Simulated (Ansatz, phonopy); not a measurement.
# KCl (Sylvite, Fm-3m): thermal expansion from first principles, part 2 of 4

Aim: the lattice, expansion, heat capacity and bulk modulus of KCl (Sylvite) as it warms.

Experimental results on record:
- volume expansion coefficient 111.3 1e-6/K and heat capacity C_P per formula unit 51.7 J/mol/K near room temperature (given in “High-Throughput Prediction of Finite-Temperature Properties using the Quasi-Harmonic Approximation”, 2016, arXiv:1603.06924)
- volume expansion coefficient 114.9 1e-6/K near room temperature (given in “Descriptors for thermal expansion in solids”, 2017, arXiv:1701.03966)

Ansatz 0.2.0; DFT LDA, scalar-relativistic, plane waves, PAW.

So far. Step 2 (A first coarse run): The start is under -2.0 GPa at this level and looks like an insulator or semiconductor on this mesh. Step 5 (Tight relaxation): The residual pressure is -0.0094 GPa, small enough for phonons.

## 6. The quasi-harmonic study, cutoff 487.2 eV, k-mesh 8×8×8

Thermal expansion follows from how the free energy of the vibrations (and of the electrons in a metal) changes with strain, so the program makes strained cells, their phonons and a fit in one run.

Input file input.yaml:

```yaml
crystal:
  lattice:
    - [0.0, 3.0385007311, 3.0385007311]
    - [3.0385007311, 0.0, 3.0385007311]
    - [3.0385007311, 3.0385007311, 0.0]
  atoms:
    - { symbol: K, position: [0.0, 0.0, 0.0] }
    - { symbol: Cl, position: [0.5, 0.5, 0.5] }
kpoints:
  mp_grid: { grid: [8, 8, 8] }
hamiltonian:
  xc: lda
scf:
  occupations: { method: fixed }
output:
  eigenvalues: true
phonons:
  method: dfpt
  qmesh: [2, 2, 2]
  temperatures: { t_max: 800.0, t_step: 50 }
  thermal_expansion: {}
```

Launch:

```bash
> ansatz run input.yaml --threads 4 --pin off --max-ram 16384MiB --backend cpu --events-out ev --progress --plain --runs-dir out
```

Numbers of over 12 decimals in the logs are rounded to 6 here.

What it wrote:

```text
[...]
Crystal: 2 atoms, lattice volume = 56.106 Å³
Basis set: ecut = 487.2 eV, 1363 PW (Γ), exchange–correlation on 64×64×64 points (8 copies of the dense FFT grid, shifted against one another)
Bands: 12, of which v1, the nominal top of the filled ones, is band 8 counted from 1 (7 counted from 0)
Symmetry: 48 space group operations
[...]
k-points: 29 of 512
[...]
SCF iter   1: F=—  HF=-2544.300690 eV  |F-HF|=—  |Δ(HF+E_count)|=         —  Δρ=6.68e-3  dr2=2.43e-2  ethr=1.77e-3  ⟨swp⟩=4.9  Hψ=1889  notcnv=0  defer=55
[...]
SCF iter   7: F=-2544.292119 eV  HF=-2544.292119 eV  |F-HF|=9.09e-13  |Δ(HF+E_count)|=  1.17e-10  Δρ=1.33e-7  dr2=3.93e-12  ethr=1.00e-12  ⟨swp⟩=6.7  Hψ=1873  notcnv=0
SCF 1 converged in 7 iterations: F = -2544.292119 eV  dr2 = 3.93e-12
[...]
relax step   1: F+E_penalty+E_count = -2544.29211882 eV  Δ(F+E_penalty+E_count) = +0.000e0 eV  max|allowed force component| = 5.555e-30 eV/Å  Δτ_max = 0.0000 Å  (7 SCF iters, accepted)
SCF converged after 7 iterations
Free energy (F): -2544.292119 eV
[...]
Internal energy: -2544.292119 eV  (E = F + TS)
E sigma→0 (E₀):  -2544.292119 eV
Fermi energy:    1.340245 eV
[...]
--- Stress (GPa, compression-positive) ---
       -0.009386      -0.000000      -0.000000
        0.000000      -0.009386      -0.000000
        0.000000       0.000000      -0.009386
  P = ⅓ Tr σ = -0.0094 GPa (-0.094 kbar)
--- Band table (eV; the first three rows and the last of 29) ---
  k-point 0: bands = [... 4 lower, -8.9728, 1.3402, 1.3402, 1.3402, 6.4507, 9.4389, 9.4389, 9.4389]
  k-point 1: bands = [... 4 lower, -8.9219, 1.0927, 1.2697, 1.2697, 6.8791, 9.3158, 9.6581, 9.6581]
  k-point 2: bands = [... 4 lower, -8.8056, 0.5883, 1.1076, 1.1076, 7.8266, 9.2751, 10.2810, 10.2810]
  k-point 28: bands = [... 4 lower, -8.8526, 0.7086, 0.7827, 0.7827, 9.1541, 9.1541, 10.9023, 11.3846]
── thermal expansion: 3 new cells, 3 in all ──
thermal expansion: relaxation of cell 2
thermal expansion: relaxation of cell 3
── thermal expansion: 2 new cells, 5 in all ──
thermal expansion: relaxation of cell 4
thermal expansion: lower-state search of cell 4
thermal expansion: phonons of cell 4
thermal expansion: relaxation of cell 5
thermal expansion: phonons of cell 5
── thermal expansion: 8 new cells, 13 in all ──
thermal expansion: relaxation of cell 6
thermal expansion: relaxation of cell 7
thermal expansion: relaxation of cell 8
thermal expansion: relaxation of cell 9
thermal expansion: relaxation of cell 10
thermal expansion: relaxation of cell 11
thermal expansion: relaxation of cell 12
thermal expansion: relaxation of cell 13
thermal expansion: phonons of cell 6
thermal expansion: phonons of cell 7
thermal expansion: phonons of cell 8
thermal expansion: phonons of cell 9
thermal expansion: phonons of cell 10
--- Relaxed structure (1 steps of the walk, 1 accepted, 0 SCFs on fresh bases) ---
  F+E_penalty+E_count = -2544.29211882 eV   max|allowed force component| = 5.555e-30 eV/Å
  atoms:
    - { symbol: K, position: [0.0, 0.0, 0.0] }
    - { symbol: Cl, position: [0.5, 0.5, 0.5] }
--- Thermal expansion: 13 cells in 3 rounds, 0 GPa ---
  no lower state was reached at cell 4
  without vibrations: a 4.29654, b 4.29654, c 4.29654 Å, V 56.0843 Å³, B 24.26 GPa
  at 0 K: a 4.31033, b 4.31033, c 4.31033 Å, V 56.6261 Å³, B 23.47 GPa
  zero-point expansion: a +0.321, b +0.321, c +0.321, V +0.966 %
      T/K        a/Å        b/Å        c/Å       V/Å³ | expansion of a, b, c, V (1e-6/K)   | that of V in the mean from 25 °C | C_P, C_V (J/mol K of the cell) | B_T, B_S (GPa)
     0.00    4.31033    4.31033    4.31033    56.6261 |    0.00    0.00    0.00    0.00 |   72.22 |     0.000     0.000 |    23.47    23.47
   100.00    4.31473    4.31473    4.31473    56.7998 |   23.45   23.45   23.45   70.34 |   93.51 |    38.453    38.067 |    22.83    23.06
   200.00    4.32712    4.32712    4.32712    57.2903 |   32.15   32.15   32.15   96.44 |  102.44 |    47.924    46.542 |    21.54    22.18
   298.15    4.34172    4.34172    4.34172    57.8722 |   36.31   36.31   36.31  108.93 |       - |    50.878    48.391 |    20.17    21.21
   350.00    4.35013    4.35013    4.35013    58.2090 |   38.32   38.32   38.32  114.96 |  112.26 |    51.965    48.817 |    19.41    20.67
   450.00    4.36772    4.36772    4.36772    58.9183 |   42.53   42.53   42.53  127.59 |  119.04 |    53.910    49.263 |    17.88    19.57
   550.00    4.38744    4.38744    4.38744    59.7197 |   47.77   47.77   47.77  143.31 |  126.76 |    56.076    49.487 |    16.22    18.38
   650.00    4.40993    4.40993    4.40993    60.6431 |   54.96   54.96   54.96  164.88 |  136.08 |    58.888    49.616 |    14.37    17.05
   750.00    4.43648    4.43648    4.43648    61.7450 |   65.99   65.99   65.99  197.97 |  148.10 |    63.080    49.696 |    12.24    15.54
   800.00    4.45202    4.45202    4.45202    62.3961 |   74.33   74.33   74.33  222.98 |  155.76 |    66.205    49.725 |    11.03    14.68
  the static fit leaves 0.000 meV an atom of the energies and, of the stresses, 0.000 GPa of each cell's largest along a strain (root mean squares over the cells), whose Pulay part it has at -0.003 GPa
  vibrations' free energy: its fit leaves 0.0002 meV an atom at the most
  the electrons' free energy at temperature is not in it: every band gap is over 0.83 eV
  free energies summed between the sampled wave vectors
  estimated error of the fitted expansion in any direction: up to 0.394e-6/K, at 800 K (an estimate, not a bound: it was exceeded on models of known expansion)
  by sums over the sampled wave vectors an expansion of the volume parts by up to 9.38e-6/K
  by a static energy of one degree less an expansion of the volume parts by up to 1.12e-6/K
  the FFT grids of the static calculations differ: 32 × 32 × 32, 36 × 36 × 36
  band gaps on the cells' k-points are 4.620 to 5.226 eV
```

Elapsed: 2.3 min, on 4 threads of Arm Neoverse V2, shared host; peak memory 0.62 GiB; 8.4 min of CPU time.

This step gave:

| Property | Result |
| --- | --- |
| pressure | -0.009386 GPa |
| volume expansion coefficient at 298 K | 108.9 1e-6/K |
| C_P at 298 K | 25.44 J/mol-atom/K |
| entropy at 298 K | 40.34 J/mol-atom/K |
| isothermal bulk modulus at 298 K | 20.17 GPa |
| Grüneisen parameter at 298 K | 1.582 |
| volume at 298 K | 28.94 Å³/atom |
| principal linear expansion coefficients at 298 K | 36.31, 36.31, 36.31 1e-6/K |

Strained cells of the study; zero-point energy where phonons were solved; the pressures are stresses at a fixed cutoff and can carry an offset from the finite basis. Expansion cells, by row:

| cell | \|a\| (Å) | \|b\| (Å) | \|c\| (Å) | V (Å³/atom) | E - E_lowest (meV/atom) | pressure, compression positive (GPa) | gap (eV) | zero-point energy (meV/atom) |
| --- | --- | --- | --- | --- | --- | --- | --- | --- |
| 1 | 4.297 | 4.297 | 4.297 | 28.05 | 0 | -0.012 | 5.11 | - |
| 2 | 4.331 | 4.331 | 4.331 | 28.73 | 1.223 | -0.557 | 5.022 | - |
| 3 | 4.263 | 4.263 | 4.263 | 27.39 | 1.202 | 0.602 | 5.202 | - |
| 4 | 4.297 | 4.297 | 4.297 | 28.05 | 0 | -0.01 | 5.111 | 23.59 |
| 5 | 4.318 | 4.318 | 4.318 | 28.47 | 0.486 | -0.359 | 5.055 | 22.99 |
| 6 | 4.331 | 4.331 | 4.331 | 28.73 | 1.211 | -0.555 | 5.022 | 22.63 |
| 7 | 4.366 | 4.366 | 4.366 | 29.42 | 4.672 | -1.036 | 4.937 | 21.68 |
| 8 | 4.401 | 4.401 | 4.401 | 30.13 | 10.22 | -1.46 | 4.854 | 20.75 |
| 9 | 4.436 | 4.436 | 4.436 | 30.86 | 17.72 | -1.831 | 4.774 | 19.82 |
| 10 | 4.471 | 4.471 | 4.471 | 31.61 | 27 | -2.154 | 4.696 | 18.91 |
| 11 | 4.254 | 4.254 | 4.254 | 27.22 | 1.922 | 0.771 | 5.226 | - |
| 12 | 4.276 | 4.276 | 4.276 | 27.63 | 0.464 | 0.366 | 5.168 | - |
| 13 | 4.507 | 4.507 | 4.507 | 32.37 | 37.96 | -2.434 | 4.62 | - |

Quasi-harmonic; a, b, c are the run's own cell vectors. Expansion, by row:

```csv
T (K),a (Å),b (Å),c (Å),alpha (deg),beta (deg),gamma (deg),cell volume (Å³/cell),alpha_a (1e-6/K),alpha_b (1e-6/K),alpha_c (1e-6/K),alpha_V (1e-6/K),C_P (J/mol-atom/K),C_V (J/mol-atom/K),S (J/mol-atom/K),B_T (GPa),B_S (GPa),Grueneisen,extrapolation,fit error (1e-6/K)
0,4.31,4.31,4.31,60,60,60,56.63,0,0,0,0,0,0,0,23.47,23.47,-,0,0
50,4.311,4.311,4.311,60,60,60,56.65,9.93,9.93,9.93,29.79,10.13,10.11,4.903,23.35,23.39,1.174,0,0
100,4.315,4.315,4.315,60,60,60,56.8,23.45,23.45,23.45,70.34,19.23,19.03,15.26,22.83,23.06,1.443,0,0.01
150,4.32,4.32,4.32,60,60,60,57.03,29.06,29.06,29.06,87.19,22.48,22.05,23.77,22.2,22.64,1.508,0,0.01
200,4.327,4.327,4.327,60,60,60,57.29,32.15,32.15,32.15,96.44,23.96,23.27,30.46,21.54,22.18,1.54,0,0.02
250,4.334,4.334,4.334,60,60,60,57.58,34.4,34.4,34.4,103.2,24.83,23.87,35.91,20.85,21.69,1.563,0,0.03
298.1,4.342,4.342,4.342,60,60,60,57.87,36.31,36.31,36.31,108.9,25.44,24.2,40.34,20.17,21.21,1.582,0,0.04
300,4.342,4.342,4.342,60,60,60,57.88,36.38,36.38,36.38,109.2,25.46,24.2,40.5,20.14,21.19,1.583,0,0.04
350,4.35,4.35,4.35,60,60,60,58.21,38.32,38.32,38.32,115,25.98,24.41,44.46,19.41,20.67,1.603,0,0.05
400,4.359,4.359,4.359,60,60,60,58.55,40.34,40.34,40.34,121,26.47,24.54,47.96,18.66,20.13,1.623,0,0.06
450,4.368,4.368,4.368,60,60,60,58.92,42.53,42.53,42.53,127.6,26.95,24.63,51.11,17.88,19.57,1.643,0,0.08
500,4.377,4.377,4.377,60,60,60,59.31,44.98,44.98,44.98,134.9,27.47,24.7,53.97,17.07,18.99,1.665,0,0.08
550,4.387,4.387,4.387,60,60,60,59.72,47.77,47.77,47.77,143.3,28.04,24.74,56.62,16.22,18.38,1.689,0,0.09
600,4.398,4.398,4.398,60,60,60,60.16,51.04,51.04,51.04,153.1,28.68,24.78,59.09,15.32,17.73,1.715,0,0.11
650,4.41,4.41,4.41,60,60,60,60.64,54.96,54.96,54.96,164.9,29.44,24.81,61.41,14.37,17.05,1.744,0,0.12
700,4.423,4.423,4.423,60,60,60,61.17,59.8,59.8,59.8,179.4,30.37,24.83,63.62,13.35,16.33,1.776,0,0.13
750,4.436,4.436,4.436,60,60,60,61.74,65.99,65.99,65.99,198,31.54,24.85,65.76,12.24,15.54,1.814,0,0.09
800,4.452,4.452,4.452,60,60,60,62.4,74.33,74.33,74.33,223,33.1,24.86,67.84,11.03,14.68,1.858,0,0.39
```

The expansion coefficient by temperature; values in 1e-6/K:

```
temperature (K)  volume  principal 1
              0       0            0
             50    29.8         9.93
            100    70.3         23.4
            150    87.2         29.1
            200    96.4         32.1
            250     103         34.4
            298     109         36.3
            300     109         36.4
            350     115         38.3
            400     121         40.3
            450     128         42.5
            500     135         45.0
            550     143         47.8
            600     153         51.0
            650     165         55.0
            700     179         59.8
            750     198         66.0
            800     223         74.3
```

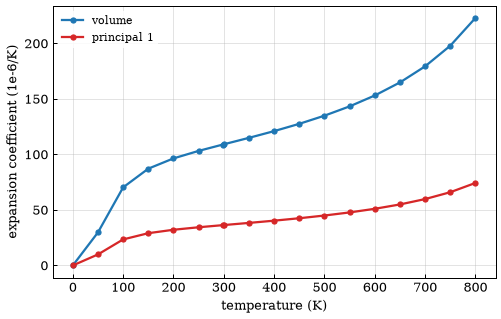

Expansion coefficient against temperature.

At 298 K the volume expansion is 109 × 10⁻⁶/K and B_T is 20.2 GPa. The program raised the cutoff to 487.2 eV by itself: with no cutoff typed, the study takes about 1.16 times the default for its relaxations and scales it with the volume for the phonons.

## 7. Free-energy fit

This step: DFT LDA, scalar-relativistic, plane waves, PAW (phonopy 4.10.0).

This step gave:

```
volume expansion coefficient at 300 K : 109.0 1e-6/K
isothermal bulk modulus at 300 K      : 20.14 GPa
C_P at 300 K                          : 25.55 J/mol-atom/K
Grüneisen parameter at 300 K          : 1.581
```

Table of energy (each curve on its own zero) by volume; values in meV/atom:

```
volume (Å³/atom)  static  F at 0 K  F at 300 K  F at 800 K
           28.05       0      2.11        6.98        18.1
           28.47    0.49      1.99        5.62        13.8
           28.73    1.21      2.36        5.23        11.7
           29.42    4.67      4.87        5.61        7.15
           30.13    10.2      9.49        7.95        4.36
           30.86    17.7      16.1        12.1        3.09
           31.61    27.0      24.4        17.8        3.14
```

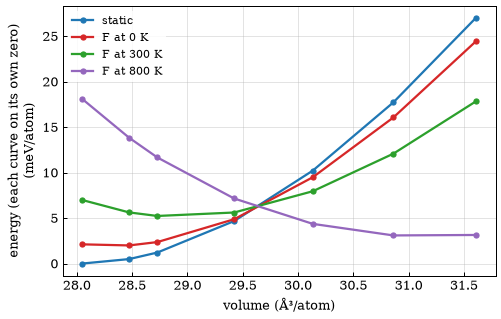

Energy (each curve on its own zero) against volume.

Phonopy-qha, vinet fit of F(V) at each temperature. Qha vinet, by row:

```csv
T (K),fitted volume (Å³/atom),alpha_V (1e-6/K),B_T (GPa),C_P (J/mol-atom/K),Grueneisen
100,28.4,66.53,22.82,19.09,1.365
150,28.51,85.97,22.21,22.64,1.487
200,28.64,95.95,21.55,24.12,1.533
250,28.79,103,20.86,24.95,1.56
300,28.94,109,20.14,25.55,1.581
350,29.1,115,19.4,26.05,1.602
400,29.28,121.2,18.63,26.53,1.623
450,29.46,128,17.83,27.01,1.644
500,29.65,135.6,17.01,27.52,1.668
550,29.86,144.2,16.15,28.09,1.693
600,30.08,154.2,15.26,28.74,1.721
650,30.32,166,14.33,29.5,1.751
700,30.59,179.9,13.37,30.41,1.785
750,30.88,196.9,12.37,31.52,1.823
```

Volume expansion coefficient against temperature; values in 1e-6/K:

```csv
temperature (K),"phonopy-qha, Vinet",Ansatz's own study
100,66.5,70.3
150,86.0,87.2
200,96.0,96.4
250,103,103
300,109,109
350,115,115
400,121,121
450,128,128
500,136,135
550,144,143
600,154,153
650,166,165
700,180,179
750,197,198
```

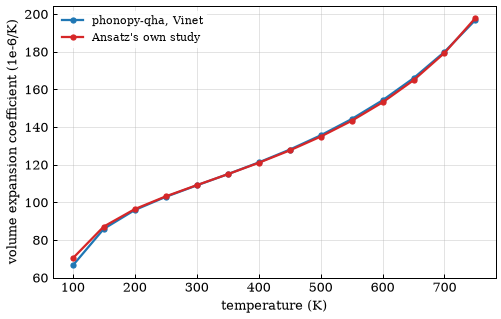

Volume expansion coefficient, plotted against temperature.

The fit gives a volume expansion of 109 × 10⁻⁶/K at 300 K, against 109 at 298 K from the study itself, whose static fit uses more cells.

(Continued in part 3 of 4.)

[Logs are printed without paths, hosts, clocks, repeated set-up lines and the standing remarks that a program may print on its own settings, such as how far it seeks lower states.]

[Hosts, paths, dates, database ids (printed as entryN), source tags and the programs' standing remarks are cut or masked in the printed files.]

[A step with changed settings may run another functional than the one named; its input shows which.]
